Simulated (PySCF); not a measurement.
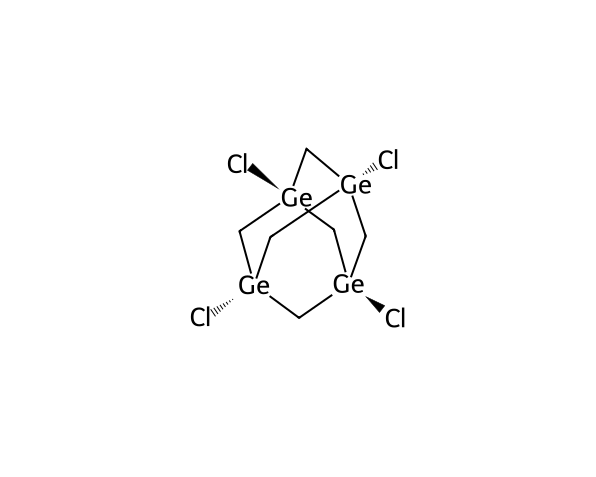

Structural formula above. The geometry was computed by an optimisation with PBE0-D3(BJ)/def2-SVP. No frequency run is at hand to confirm it as a minimum.

What does the molecule look like in three dimensions?

The molecule is C₆H₁₂Cl₄Ge₄. Its SMILES string is `[Cl][Ge@]12[CH2][Ge@]3([Cl])[CH2][Ge@]([Cl])([CH2]1)[CH2][Ge@]([Cl])([CH2]2)[CH2]3`. Coordination: 4 Ge tetrahedral; 6 C tetrahedral.

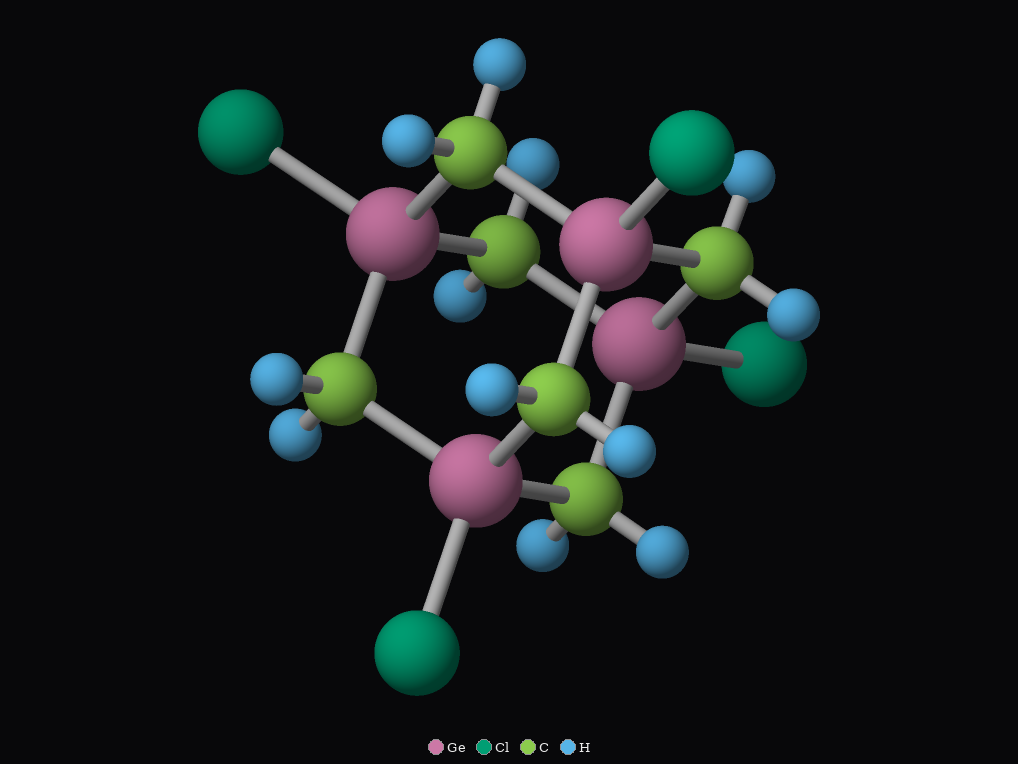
